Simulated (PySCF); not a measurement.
# Cl2Lu (Lu(Cl)2+): the cost of one run

Computed with PySCF 2.14.0. Level: PBE0, Lu lcecp-1-SVP with ECP60, Cl def2-SVP; scalar-relativistic core potentials, no spin–orbit coupling.

1 further run of the same task is left out (for a known fault of the program).

## Step 1: The system as given

3 atoms, charge 1, spin multiplicity 1.

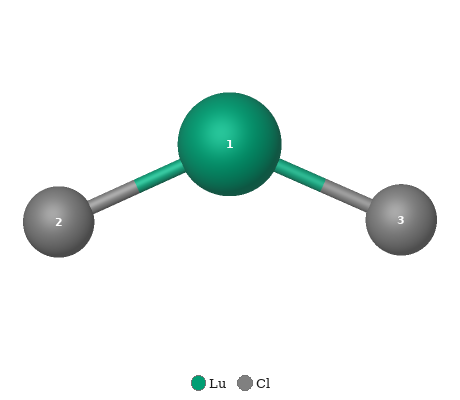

The starting geometry (lutetium teal, chlorine grey); atoms are numbered from 1 in the order of the file.

Coordinates:

```xyz
3

Lu    0.00000    0.00000    0.00000
Cl    2.33010    0.00000    1.04280
Cl   -2.33010    0.00000    1.04280
```

Formal oxidation states: Lu +3. Each metal's 14 4f electrons lie in its core potential, so multiplicities, spins and levels count the valence alone.

## Step 2: SCF at the start, singlet

The input, run.py (the lines that set the calculation):

```python
mol = gto.M(atom='''
Lu     0.00000     0.00000     0.00000
Cl     2.33010     0.00000     1.04280
Cl    -2.33010     0.00000     1.04280''',
    basis={'Lu': 'lcecp-1-SVP', 'Cl': 'def2-SVP'},
    ecp={'Lu': 'lcecp-1-SVP'},
    charge=1, spin=0)
mf = dft.RKS(mol, xc='PBE0')
mf.grids.atom_grid = (50, 194)  # f atoms: unpruned, at least (60, 302)
mf = mf.density_fit()  # fitting sets: Lu AutoAux, Cl def2-universal-JKFIT
mf.conv_tol = 1e-08; mf.max_cycle = 55
mf.kernel(dm0)  # dm0: free metal ions and neutral atoms
```

On the command line:

```bash
> OMP_NUM_THREADS=2 python run.py
```

**Question.** How long does this run take on 2 threads of Arm Neoverse V2, shared host, and how much memory does it need?

About 1.7 s, with a peak of 0.33 GiB.
